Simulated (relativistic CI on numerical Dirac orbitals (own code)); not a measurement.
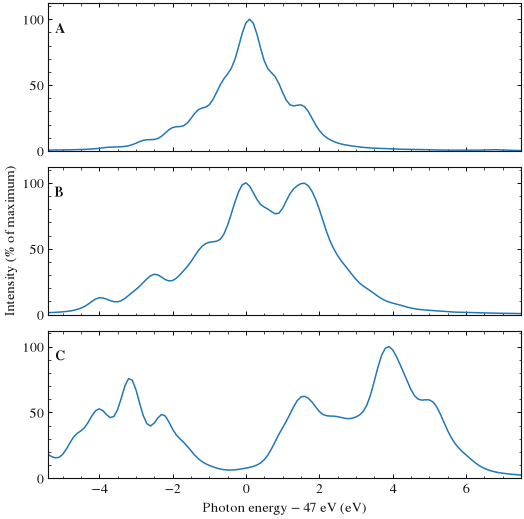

N₆,₇ X-ray absorption of Re⁵⁺, [Xe] 4f¹⁴ 5d², in 3 environments. Multiplet model: relativistic Dirac–Coulomb–Breit theory, one configuration a step, Slater integrals scaled by 0.8, 300 K, Voigt broadening (Lorentzian 0.45 eV, Gaussian 0.3 eV full widths), computed with a radial Dirac CI code.

(1) no crystal field (free ion)
(2) a field of D4h symmetry with 10Dq = 58,500, Ds = −780, Dt = 320 cm⁻¹
(3) a field of D4h symmetry with 10Dq = 21,000, Ds = −1,350, Dt = −280 cm⁻¹

### Which panel belongs to which field?

A is (1), maxima at 47.1 eV (100) and 48.5 eV (35); B is (3), maxima at 43.0 eV (13), 44.5 eV (31), 47.0 eV (100) and 48.6 eV (100); C is (2), maxima at 41.4 eV (19), 43.0 eV (53), 43.8 eV (76), 44.7 eV (49), 48.6 eV (62) and 50.9 eV (100) (heights in % of each maximum). The ground-state spin is S = 0.93 in all.

Note: free-ion energies, so absolute edge positions are off by a few eV from solids.
